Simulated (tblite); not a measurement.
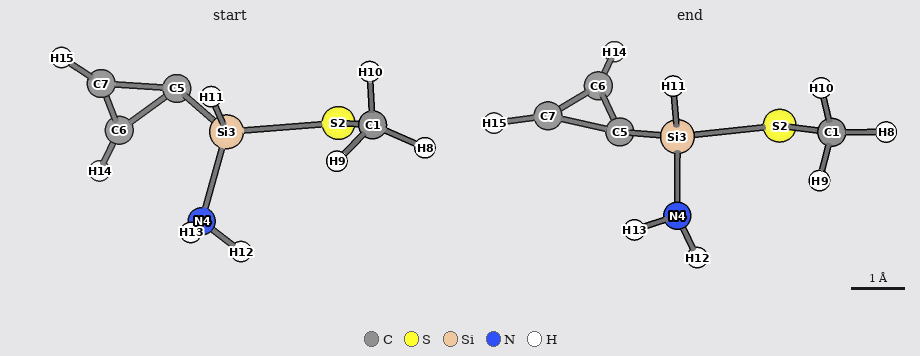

The structure of C$_{4}$H$_{8}$NSSi (multiplicity 2) before (left) and after (right) a relaxation, at one scale.

Style: ball-and-stick. Shown at a tilt.

The calculation used tblite 0.8.0, GFN2-xTB geometry optimisation, gas phase. 

Q: What changed between the two?

A: H14 moves most after the best rigid fit: 2.53 Å. By element the largest moves are H 2.53 Å, N 1.11 Å, C 0.95 Å, Si 0.47 Å, S 0.42 Å. Near-neighbour distances that change, for instance: Si3–N4 1.791 → 1.726 Å, C6–H14 1.110 → 1.062 Å, N4–H12 1.044 → 1.009 Å, C1–H10 1.121 → 1.086 Å. Among the angles between lasting bonds that change: Si3–C5–C7 111.2° → 142.0°, Si3–C5–C6 115.2° → 142.4°, C5–Si3–H11 109.4° → 122.1°. Groups turn about S2–Si3 by about 25°, C1–S2 by about 20°. After 238 geometry steps the energy has fallen by 80.1 kJ/mol. Cost: 1.5 s on 1 thread of Arm Neoverse V2, with other jobs on the host.
